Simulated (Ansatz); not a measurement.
# C on Pd(111): change of the work function, part 2 of 4

Wanted: Δφ(θ) for C/Pd(111), starting from the fcc site.

Ansatz 0.2.0; plane-wave DFT, PBE, Ansatz PAW.

So far, work function, upper face (eV): step 2 (the clean slab) 5.27.

### Step 3. Adsorbate added, k-mesh 4×4×1, coverage 0.111 ML

System of this step: Pd36C (C/Pd(111)). The cell holds 37 atoms: 36 Pd and 1 C. Cell: a = 8.252 Å, b = 8.252 Å, c = 26.387 Å, α = 90.0°, β = 90.0°, γ = 60.0°. Vacuum lies along c.

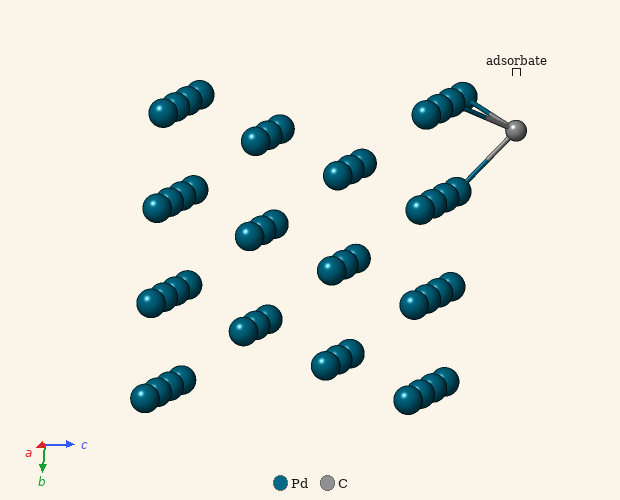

The cell of this step (palladium blue, carbon grey). Bonds to atoms that aren't drawn are left out. Some periodic images of atoms are drawn too.

The clean slab as it ended is repeated in the plane and the adsorbate is set on one face; the cell's size fixes the coverage, and the k-mesh shrinks with it to keep the sampling density about even. Adsorbate and upper layers relax, since the dipole depends on the height.

input.yaml reads:

```yaml
crystal:
  lattice:
    - [8.2519361365, 0.0, 0.0]
    - [4.1259680682, 7.1463863246, 0.0]
    - [0.0, 0.0, 26.386991194]
  atoms:
    - { symbol: Pd, position: [0.0, 0.0, 0.3410771593] }
    - { symbol: Pd, position: [0.1111111111, 0.1111111111, 0.4261907872] }
    - { symbol: Pd, position: [0.2222222222, 0.2222222222, 0.5131272712] }
    - { symbol: Pd, position: [0.0, 0.0, 0.6004330023] }
    - { symbol: Pd, position: [0.0, 0.3333333333, 0.3410771593] }
    - { symbol: Pd, position: [0.1111111111, 0.4444444444, 0.4261907872] }
    - { symbol: Pd, position: [0.2222222222, 0.5555555556, 0.5131272712] }
    - { symbol: Pd, position: [0.0, 0.3333333333, 0.6004330023] }
    - { symbol: Pd, position: [0.0, 0.6666666667, 0.3410771593] }
    - { symbol: Pd, position: [0.1111111111, 0.7777777778, 0.4261907872] }
    - { symbol: Pd, position: [0.2222222222, 0.8888888889, 0.5131272712] }
    - { symbol: Pd, position: [0.0, 0.6666666667, 0.6004330023] }
    - { symbol: Pd, position: [0.3333333333, 0.0, 0.3410771593] }
    - { symbol: Pd, position: [0.4444444444, 0.1111111111, 0.4261907872] }
    - { symbol: Pd, position: [0.5555555556, 0.2222222222, 0.5131272712] }
    - { symbol: Pd, position: [0.3333333333, 0.0, 0.6004330023] }
    - { symbol: Pd, position: [0.3333333333, 0.3333333333, 0.3410771593] }
    - { symbol: Pd, position: [0.4444444444, 0.4444444444, 0.4261907872] }
    - { symbol: Pd, position: [0.5555555556, 0.5555555556, 0.5131272712] }
    - { symbol: Pd, position: [0.3333333333, 0.3333333333, 0.6004330023] }
    - { symbol: Pd, position: [0.3333333333, 0.6666666667, 0.3410771593] }
    - { symbol: Pd, position: [0.4444444444, 0.7777777778, 0.4261907872] }
    - { symbol: Pd, position: [0.5555555556, 0.8888888889, 0.5131272712] }
    - { symbol: Pd, position: [0.3333333333, 0.6666666667, 0.6004330023] }
    - { symbol: Pd, position: [0.6666666667, 0.0, 0.3410771593] }
    - { symbol: Pd, position: [0.7777777778, 0.1111111111, 0.4261907872] }
    - { symbol: Pd, position: [0.8888888889, 0.2222222222, 0.5131272712] }
    - { symbol: Pd, position: [0.6666666667, 0.0, 0.6004330023] }
    - { symbol: Pd, position: [0.6666666667, 0.3333333333, 0.3410771593] }
    - { symbol: Pd, position: [0.7777777778, 0.4444444444, 0.4261907872] }
    - { symbol: Pd, position: [0.8888888889, 0.5555555556, 0.5131272712] }
    - { symbol: Pd, position: [0.6666666667, 0.3333333333, 0.6004330023] }
    - { symbol: Pd, position: [0.6666666667, 0.6666666667, 0.3410771593] }
    - { symbol: Pd, position: [0.7777777778, 0.7777777778, 0.4261907872] }
    - { symbol: Pd, position: [0.8888888889, 0.8888888889, 0.5131272712] }
    - { symbol: Pd, position: [0.6666666667, 0.6666666667, 0.6004330023] }
    - { symbol: C, position: [0.1111111111, 0.1111111111, 0.6589228407] }
kpoints:
  mp_grid: { grid: [4, 4, 1] }
hamiltonian:
  xc: pbe
scf:
  occupations: { method: fermi_dirac, width: 0.1 }
  convergence: { dr2_threshold: 1.0e-08 }
efield:
  axis: 3
  dipole_correction: true
  ramp_position: 0.97
  ramp_width: 0.06
relax:
  f_tol: 0.02
  max_steps: 60
  constraints:
    - { sites: [0, 1, 4, 5, 8, 9, 12, 13, 16, 17, 20, 21, 24, 25, 28, 29, 32, 33] }
output:
  write_potential: true
  write_density: true
  volumetric_format: npy
```

Launch:

```
ansatz run input.yaml --threads 4 --pin off --max-ram 16384MiB --backend cpu --events-out ev --progress --plain --runs-dir out
```

Numbers of over 12 decimals in the logs are rounded to 6 here.

Log:

```text
[...]
Crystal: 37 atoms, lattice volume = 1556.081 Å³
Basis set: ecut = 420 eV, 30419 PW (Γ), exchange–correlation on 120×120×360 points (8 copies of the dense FFT grid, shifted against one another)
Bands: 392, of which v1, the nominal top of the filled ones, is band 326 counted from 1 (325 counted from 0)
Symmetry: 6 space group operations
[...]
k-points: 4 of 16 (time reversal used)
[...]
SCF iter   1: F=—  HF=-251262.618284 eV  |F-HF|=—  |Δ(HF+E_count)|=         —  Δρ=1.02e-2  dr2=1.19e1  ethr=1.77e-3  p=-0.097 e·Å  D=-1.13e-2 V/Å  ΔV_dip=0.30 eV  dr2_dipole=6.82e-1  V_vac-E_F(+/−)=5.25/4.95 eV  ⟨swp⟩=7.2  Hψ=6634  notcnv=0  defer=95
[...]
SCF iter  14: F=-251262.318492 eV  HF=-251262.318492 eV  |F-HF|=8.92e-8  |Δ(HF+E_count)|=   1.67e-8  Δρ=3.87e-7  dr2=5.01e-9  ethr=1.53e-12  p=-0.116 e·Å  D=-1.35e-2 V/Å  ΔV_dip=0.36 eV  dr2_dipole=1.02e-11  V_vac-E_F(+/−)=5.60/5.24 eV  ⟨swp⟩=6.8  Hψ=9530  notcnv=0
SCF 1 converged in 14 iterations: F = -251262.318492 eV  dr2 = 5.01e-9
[...]
relax step   1: F+E_penalty+E_count = -251262.31849207 eV  Δ(F+E_penalty+E_count) = +0.000e0 eV  max|allowed force component| = 4.286e0 eV/Å  Δτ_max = 0.0000 Å  (14 SCF iters, accepted)
[...]
SCF iter  13: F=-251263.354274 eV  HF=-251263.354274 eV  |F-HF|=1.79e-8  |Δ(HF+E_count)|=   3.64e-8  Δρ=4.55e-7  dr2=6.95e-9  ethr=1.53e-12  p=-0.094 e·Å  D=-1.09e-2 V/Å  ΔV_dip=0.29 eV  dr2_dipole=1.80e-11  V_vac-E_F(+/−)=5.53/5.25 eV  ⟨swp⟩=6.8  Hψ=9491  notcnv=0
SCF 2 converged in 13 iterations: F = -251263.354274 eV  dr2 = 6.95e-9
relax step   2: F+E_penalty+E_count = -251263.35427354 eV  Δ(F+E_penalty+E_count) = -1.036e0 eV  max|allowed force component| = 2.897e0 eV/Å  Δτ_max = 0.1978 Å  (13 SCF iters, accepted)
SCF iter   1: F=—  HF=-251263.831986 eV  |F-HF|=—  |Δ(HF+E_count)|=         —  Δρ=5.07e-3  dr2=3.39e-1  ethr=6.95e-4  p=-0.094 e·Å  D=-1.09e-2 V/Å  ΔV_dip=0.29 eV  dr2_dipole=7.02e-3  V_vac-E_F(+/−)=5.54/5.25 eV  ⟨swp⟩=5.5  Hψ=4744  notcnv=0  defer=150
[...]
SCF iter  13: F=-251263.755889 eV  HF=-251263.755889 eV  |F-HF|=2.00e-8  |Δ(HF+E_count)|=   2.14e-8  Δρ=4.62e-7  dr2=9.25e-9  ethr=1.53e-12  p=-0.058 e·Å  D=-6.78e-3 V/Å  ΔV_dip=0.18 eV  dr2_dipole=4.08e-11  V_vac-E_F(+/−)=5.43/5.25 eV  ⟨swp⟩=8.5  Hψ=9103  notcnv=0
SCF 3 converged in 13 iterations: F = -251263.755889 eV  dr2 = 9.25e-9
relax step   3: F+E_penalty+E_count = -251263.75588925 eV  Δ(F+E_penalty+E_count) = -4.016e-1 eV  max|allowed force component| = 8.724e-1 eV/Å  Δτ_max = 0.1934 Å  (13 SCF iters, accepted)
[...]
relax step   4: F+E_penalty+E_count = -251263.85295161 eV  Δ(F+E_penalty+E_count) = -9.706e-2 eV  max|allowed force component| = 3.556e-1 eV/Å  Δτ_max = 0.0844 Å  (12 SCF iters, accepted)
[...]
relax step   5: F+E_penalty+E_count = -251263.86671867 eV  Δ(F+E_penalty+E_count) = -1.377e-2 eV  max|allowed force component| = 6.730e-2 eV/Å  Δτ_max = 0.0923 Å  (12 SCF iters, accepted)
SCF iter   1: F=—  HF=-251263.867694 eV  |F-HF|=—  |Δ(HF+E_count)|=         —  Δρ=6.07e-4  dr2=1.01e-2  ethr=5.89e-6  p=-0.042 e·Å  D=-4.87e-3 V/Å  ΔV_dip=0.13 eV  dr2_dipole=1.51e-3  V_vac-E_F(+/−)=5.38/5.25 eV  ⟨swp⟩=3.0  Hψ=3298  notcnv=0  defer=148
[...]
SCF iter  10: F=-251263.867506 eV  HF=-251263.867506 eV  |F-HF|=2.86e-8  |Δ(HF+E_count)|=   2.47e-8  Δρ=2.79e-7  dr2=2.59e-9  ethr=1.53e-12  p=-0.042 e·Å  D=-4.88e-3 V/Å  ΔV_dip=0.13 eV  dr2_dipole=1.39e-14  V_vac-E_F(+/−)=5.38/5.25 eV  ⟨swp⟩=8.2  Hψ=9173  notcnv=0
SCF 6 converged in 10 iterations: F = -251263.867506 eV  dr2 = 2.59e-9
relax step   6: F+E_penalty+E_count = -251263.86750580 eV  Δ(F+E_penalty+E_count) = -7.871e-4 eV  max|allowed force component| = 1.653e-2 eV/Å  Δτ_max = 0.0102 Å  (10 SCF iters, accepted)
NSCF: frozen V_eff on 4 k-points
[...]
SCF converged after 10 iterations
Free energy (F): -251263.867506 eV
[...]
Internal energy: -251261.598756 eV  (E = F + TS)
E sigma→0 (E₀):  -251262.733131 eV
Entropy (-TS):   -2.268750 eV (-61.318 meV/atom)
Fermi energy:    3.335628 eV
Dipole field:    D = -0.004880 V/Å  (p = -0.041964 e·Å, saw-weighted, corrected)
Work function:   Φ+ = 5.3793 eV   Φ− = 5.2506 eV
[...]
--- Forces (eV/Å), atoms counted from 1 ---
  atom   1  Pd    -0.00423698    -0.00244622    -0.30731979
  atom   2  Pd    -0.00000000     0.00000000     0.44655589
  atom   3  Pd    -0.00184830    -0.00106712     0.00833196
  atom   4  Pd     0.01431330     0.00826379    -0.00807161
  atom   5  Pd    -0.00000000     0.00489245    -0.30731979
  atom   6  Pd    -0.04146231    -0.00054149     0.31039500
  atom   7  Pd    -0.00115810     0.00066863    -0.00345177
  atom   8  Pd     0.00000000    -0.01652757    -0.00807161
  atom   9  Pd     0.00661866    -0.00382128    -0.31650147
  atom  10  Pd    -0.02026221     0.03617816     0.31039500
  atom  11  Pd    -0.00000000     0.00213423     0.00833196
  atom  12  Pd    -0.00076949     0.00044427    -0.00182308
  atom  13  Pd     0.00423698    -0.00244622    -0.30731979
  atom  14  Pd    -0.02120010    -0.03563667     0.31039500
  atom  15  Pd     0.00000000    -0.00133726    -0.00345177
  atom  16  Pd    -0.01431330     0.00826379    -0.00807161
  atom  17  Pd     0.00194511     0.00112301    -0.32306425
  atom  18  Pd    -0.00000000     0.00000000     0.25552228
  atom  19  Pd     0.00115810     0.00066863    -0.00345177
  atom  20  Pd    -0.00593239    -0.00342507     0.00775024
  atom  21  Pd     0.00000000    -0.00224602    -0.32306425
  atom  22  Pd     0.02026221     0.03617816     0.31039500
  atom  23  Pd     0.00048567    -0.00028040    -0.00126018
  atom  24  Pd    -0.00000000     0.00685014     0.00775024
  atom  25  Pd    -0.00000000     0.00764257    -0.31650147
  atom  26  Pd     0.02120010    -0.03563667     0.31039500
  atom  27  Pd     0.00184830    -0.00106712     0.00833196
  atom  28  Pd     0.00000000    -0.00088853    -0.00182308
  atom  29  Pd    -0.00194511     0.00112301    -0.32306425
  atom  30  Pd     0.04146231    -0.00054149     0.31039500
  atom  31  Pd    -0.00000000     0.00056081    -0.00126018
  atom  32  Pd     0.00593239    -0.00342507     0.00775024
  atom  33  Pd    -0.00661866    -0.00382128    -0.31650147
  atom  34  Pd    -0.00000000     0.00000000     0.27565062
  atom  35  Pd    -0.00048567    -0.00028040    -0.00126018
  atom  36  Pd     0.00076949     0.00044427    -0.00182308
  atom  37  C     -0.00000000     0.00000000    -0.00386159
  max |Σ_I F_I| component: 7.36e-6 eV/Å
--- Band table (eV) ---
  k-point 0: bands = [... 322 lower, 3.0610, 3.0610, 3.0871, 3.0929, 3.0929, 3.0981, 3.1437, 3.1437, ... 62 higher]
  k-point 1: bands = [... 322 lower, 3.1878, 3.1973, 3.2136, 3.2600, 3.2797, 3.3030, 3.3311, 3.3421, ... 62 higher]
  k-point 2: bands = [... 322 lower, 3.2689, 3.2902, 3.2936, 3.3945, 3.3983, 3.4179, 3.4677, 3.4851, ... 62 higher]
  k-point 3: bands = [... 322 lower, 3.2566, 3.2846, 3.3141, 3.3405, 3.3646, 3.3849, 3.4702, 3.4752, ... 62 higher]
--- Relaxed structure (6 steps of the walk, 6 accepted, 0 SCFs on fresh bases) ---
  F+E_penalty+E_count = -251263.86750580 eV   max|allowed force component| = 1.653e-2 eV/Å
  atoms:
    - { symbol: Pd, position: [1.1111113280699722e-11, 1.1111113280699718e-11, 0.3410771593] }
    - { symbol: Pd, position: [0.111111, 0.111111, 0.4261907872] }
    - { symbol: Pd, position: [0.221930, 0.221930, 0.513584] }
    - { symbol: Pd, position: [-0.00493109, -0.00493109, 0.605180] }
    - { symbol: Pd, position: [1.1111112030448567e-11, 0.333333, 0.3410771593] }
    - { symbol: Pd, position: [0.111111, 0.444444, 0.4261907872] }
    - { symbol: Pd, position: [0.221961, 0.555686, 0.512743] }
    - { symbol: Pd, position: [-0.00493109, 0.343196, 0.605180] }
    - { symbol: Pd, position: [-2.2222224060897133e-11, 0.666667, 0.3410771593] }
    - { symbol: Pd, position: [0.111111, 0.777778, 0.4261907872] }
    - { symbol: Pd, position: [0.221930, 0.889474, 0.513584] }
    - { symbol: Pd, position: [0.00066614, 0.666334, 0.600606] }
    - { symbol: Pd, position: [0.333333, 1.1111113280699718e-11, 0.3410771593] }
    - { symbol: Pd, position: [0.444444, 0.111111, 0.4261907872] }
    - { symbol: Pd, position: [0.555686, 0.221961, 0.512743] }
    - { symbol: Pd, position: [0.343196, -0.00493109, 0.605180] }
    - { symbol: Pd, position: [0.333333, 0.333333, 0.3410771593] }
    - { symbol: Pd, position: [0.444444, 0.444444, 0.4261907872] }
    - { symbol: Pd, position: [0.555686, 0.555686, 0.512743] }
    - { symbol: Pd, position: [0.335139, 0.335139, 0.599685] }
    - { symbol: Pd, position: [0.333333, 0.666667, 0.3410771593] }
    - { symbol: Pd, position: [0.444444, 0.777778, 0.4261907872] }
    - { symbol: Pd, position: [0.554392, 0.889471, 0.513905] }
    - { symbol: Pd, position: [0.335139, 0.663056, 0.599685] }
    - { symbol: Pd, position: [0.666667, -2.22222043069289e-11, 0.3410771593] }
    - { symbol: Pd, position: [0.777778, 0.111111, 0.4261907872] }
    - { symbol: Pd, position: [0.889474, 0.221930, 0.513584] }
    - { symbol: Pd, position: [0.666334, 0.00066614, 0.600606] }
    - { symbol: Pd, position: [0.666667, 0.333333, 0.3410771593] }
    - { symbol: Pd, position: [0.777778, 0.444444, 0.4261907872] }
    - { symbol: Pd, position: [0.889471, 0.554392, 0.513905] }
    - { symbol: Pd, position: [0.663056, 0.335139, 0.599685] }
    - { symbol: Pd, position: [0.666667, 0.666667, 0.3410771593] }
    - { symbol: Pd, position: [0.777778, 0.777778, 0.4261907872] }
    - { symbol: Pd, position: [0.889471, 0.889471, 0.513905] }
    - { symbol: Pd, position: [0.666334, 0.666334, 0.600606] }
    - { symbol: C, position: [0.111111, 0.111111, 0.637506] }
```

Wall time 15 min (4 threads of Arm Neoverse V1, shared host); peak memory 10 GiB; 44 min of CPU time.

The steps of the relaxation:

| step | energy less that of the first step (eV) | largest force component (eV/Å) |
| --- | --- | --- |
| 1 | 0.0000 | 4.2856 |
| 2 | -1.0358 | 2.8972 |
| 3 | -1.4374 | 0.8724 |
| 4 | -1.5345 | 0.3556 |
| 5 | -1.5482 | 0.0673 |
| 6 | -1.5490 | 0.0165 |

Forces are held to the 6 operations that the run works with; a distortion that breaks them can't arise in this run.

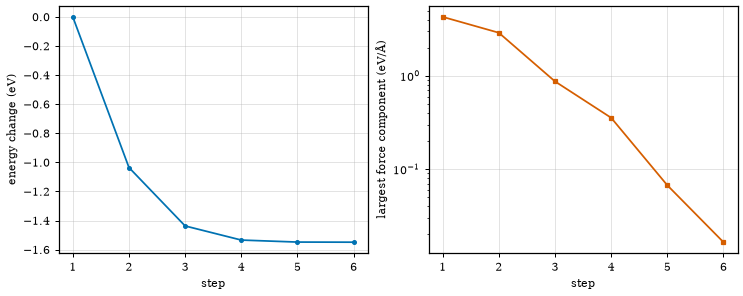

Energy and largest force along the relaxation.

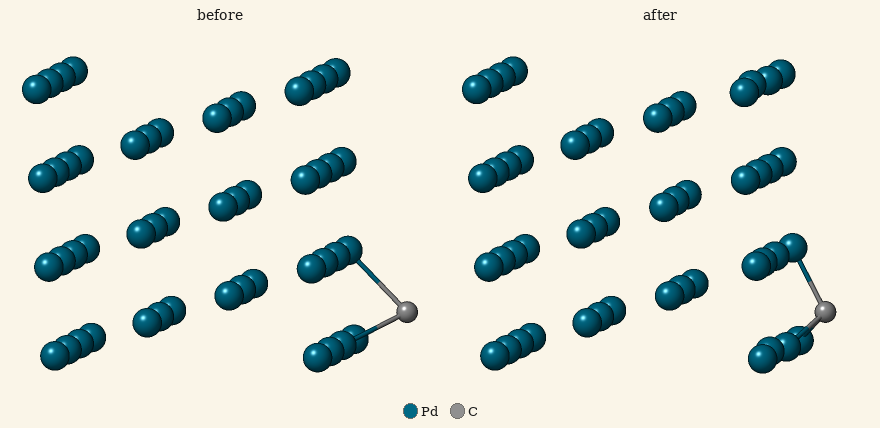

The structure before and after the relaxation, drawn at the same scale. Bonds to atoms that aren't drawn are left out.

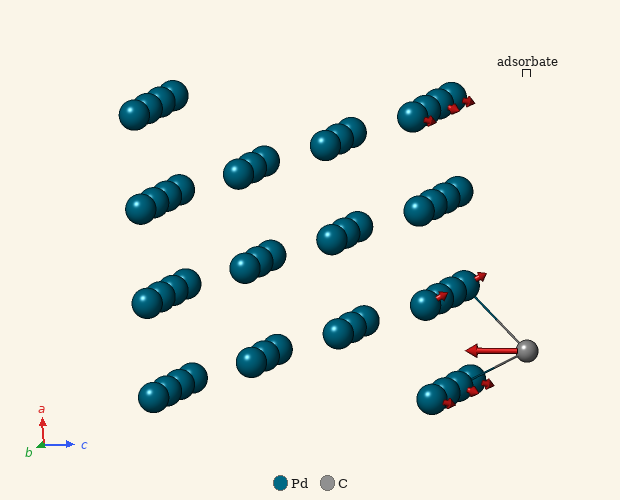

Displacements in the relaxation, exaggerated; the longest in the cell stands for 0.57 Å. Bonds to atoms that aren't drawn are left out. Some periodic images of atoms are drawn too.

The atoms that moved most (Å):

```
atom      dx      dy      dz  length
 C37   0.000   0.000  -0.565   0.565
 Pd4  -0.061  -0.035   0.125   0.144
Pd16   0.061  -0.035   0.125   0.144
 Pd8   0.000   0.070   0.125   0.144
Pd32  -0.022   0.013  -0.020   0.032
Pd24   0.000  -0.026  -0.020   0.032
Pd20   0.022   0.013  -0.020   0.032
Pd35   0.007   0.004   0.021   0.022
```

The relaxed structure:

```
Pd C
1.0
     8.25194    0.00000    0.00000
     4.12597    7.14639    0.00000
     0.00000    0.00000   26.38699
Pd C
36 1
Direct
  0.00000 0.00000 0.34108
  0.11111 0.11111 0.42619
  0.22193 0.22193 0.51358
  0.99507 0.99507 0.60518
  0.00000 0.33333 0.34108
  0.11111 0.44444 0.42619
  0.22196 0.55569 0.51274
  0.99507 0.34320 0.60518
  0.00000 0.66667 0.34108
  0.11111 0.77778 0.42619
  0.22193 0.88947 0.51358
  0.00067 0.66633 0.60061
  0.33333 0.00000 0.34108
  0.44444 0.11111 0.42619
  0.55569 0.22196 0.51274
  0.34320 0.99507 0.60518
  0.33333 0.33333 0.34108
  0.44444 0.44444 0.42619
  0.55569 0.55569 0.51274
  0.33514 0.33514 0.59968
  0.33333 0.66667 0.34108
  0.44444 0.77778 0.42619
  0.55439 0.88947 0.51390
  0.33514 0.66306 0.59968
  0.66667 0.00000 0.34108
  0.77778 0.11111 0.42619
  0.88947 0.22193 0.51358
  0.66633 0.00067 0.60061
  0.66667 0.33333 0.34108
  0.77778 0.44444 0.42619
  0.88947 0.55439 0.51390
  0.66306 0.33514 0.59968
  0.66667 0.66667 0.34108
  0.77778 0.77778 0.42619
  0.88947 0.88947 0.51390
  0.66633 0.66633 0.60061
  0.11111 0.11111 0.63751
```

Numbers from this step:

* energy at zero smearing: -251262.7331 eV
* work function, upper face: 5.379 eV
* work function, lower face: 5.251 eV
* dipole along the normal: -0.04196 e·Å
* step between the vacuum levels: 0.1288 eV

Running mean over 2.246 Å of the planar mean; the ramp of the sawtooth is left out. Electron's electrostatic potential energy less the Fermi level against z:

| z (Å) | electron's electrostatic potential energy less the Fermi level (eV) |
| --- | --- |
| 4 | 5.25 |
| 5 | 5.25 |
| 6 | 5.20 |
| 7 | 4.39 |
| 8 | -3.10 |
| 9 | -8.25 |
| 10 | -8.48 |
| 11 | -8.55 |
| 12 | -8.18 |
| 13 | -8.30 |
| 14 | -8.24 |
| 15 | -7.82 |
| 16 | -8.70 |
| 17 | -2.52 |
| 18 | 4.42 |
| 19 | 5.32 |
| 20 | 5.38 |
| 21 | 5.38 |
| 22 | 5.38 |
| 23 | 5.38 |

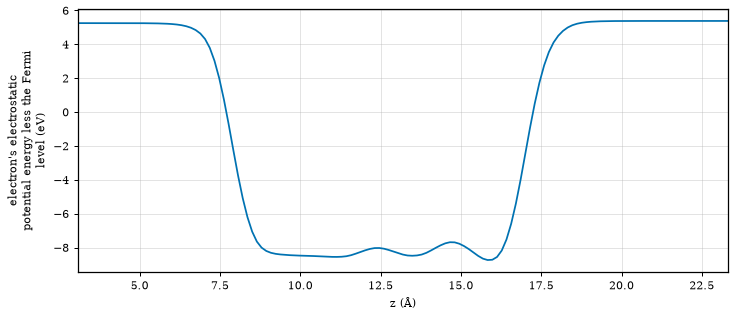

Electron's electrostatic potential energy less the Fermi level against z.

The relaxation took 6 steps and lowered the energy by 1.5 eV; the largest force on the free atoms ends at 0.017 eV/Å.

The covered face has 5.38 eV, +0.11 eV against the clean one; the bare back face has moved by +0.00 eV, a measure of how thin the slab is.

[end of part 2 of 4]

[Logs are printed without paths, hosts, clocks, repeated set-up lines and the standing remarks that a program may print on its own settings, such as how far it seeks lower states.]

[Hosts, paths, dates, database ids (printed as entryN), source tags and the programs' standing remarks are cut or masked in the printed files.]

[Maps of the electrostatic potential energy from Ansatz leave out the sawtooth potential of an applied field or a dipole correction, so their vacuum need not be flat; planar profiles and work functions include it.]
